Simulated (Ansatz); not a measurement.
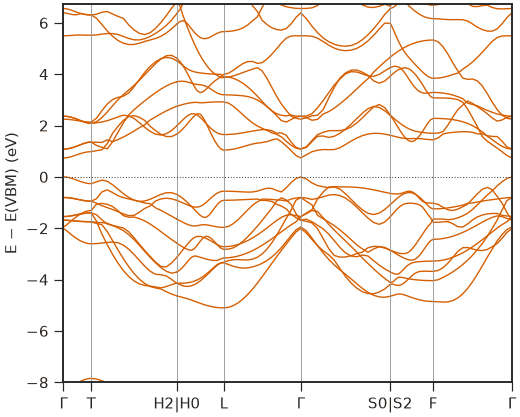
*Band structure from plane-wave PAW r²SCAN+D4 (Ansatz code)*

Q: Read off the gap and where the band edges lie.

A: About 0.7 eV (0.74 eV by a search for the band edges); maximum at Γ, minimum at Γ.

The material is Bi$_{2}$Te$_{3}$ in space group R-3m (No. 166; Bi on 6c, Te on 3a, Te on 6c).

The r²SCAN+D4 relaxation kept the symmetry of its start. Scalar-relativistic: spin–orbit coupling is off unless named, which matters more the heavier the elements.

Potentials: the later of the program's two PAW sets.
